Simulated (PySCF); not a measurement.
Ga(Me)(Et)(OEt), SMILES CC[O][Ga]([CH3])[CH2]C (C5H13GaO) at its GFN2-xTB optimised geometry (Å):

```
20

Ga    -0.3346    -0.1009     0.0000
C     -0.9637    -2.0459    -0.0149
H     -0.5464    -2.5676     0.8471
H     -0.6004    -2.5386    -0.9178
H     -2.0511    -2.1146     0.0159
C     -1.4084     1.6810     0.0000
C     -2.9153     1.4521     0.0706
H     -1.1527     2.2391    -0.9079
H     -1.0749     2.2875     0.8495
H     -3.1848     0.9218     0.9839
H     -3.2570     0.8571    -0.7763
H     -3.4525     2.4015     0.0574
O      1.4089    -0.1009     0.0000
C      2.6423     0.5670     0.0156
C      2.4800     2.0810     0.0916
H      3.2184     0.2139     0.8814
H      3.1956     0.3014    -0.8951
H      1.9395     2.3445     1.0001
H      3.4525     2.5676     0.0972
H      1.9070     2.4284    -0.7676
```

Level of theory: PBE0/def2-SVP (PySCF). Cells within 0.4 Å of a nucleus heavier than hydrogen are left out (blank, or x).

Map of the log10 of the electron density (e/bohr³), floored at −4 on the plane z = 0.0 Å:

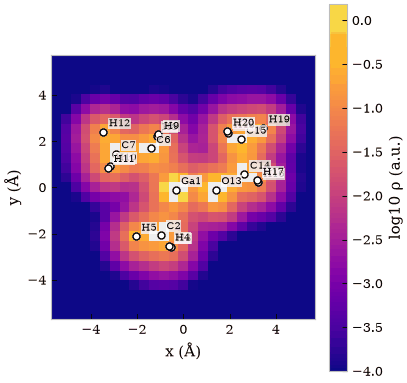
Fig. 1. Log10 of the electron density (e/bohr³), floored at −4 on the plane z = 0.0 Å.
